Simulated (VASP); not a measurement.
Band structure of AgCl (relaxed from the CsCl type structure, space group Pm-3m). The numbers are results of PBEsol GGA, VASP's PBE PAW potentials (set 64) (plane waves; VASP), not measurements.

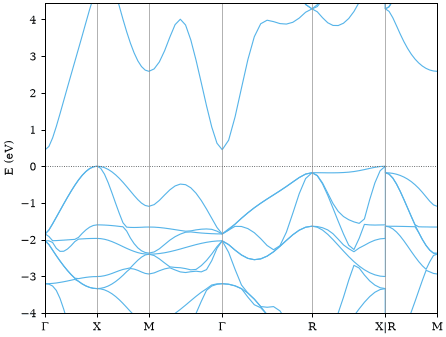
Bands along high-symmetry lines, zero at the valence-band maximum or, without a gap, the Fermi level

Problem. Read the plot: is there a gap, and where are the band edges?

Solution. The gap is indirect, 0.45 eV, from the valence maximum at X to the conduction minimum at Γ. (Edges off the drawn lines would not show.)

The structure was generated: AgCl was put into the CsCl type type (Pm-3m), which need not be its known phase. It was relaxed first, which changed the volume by +11 %.
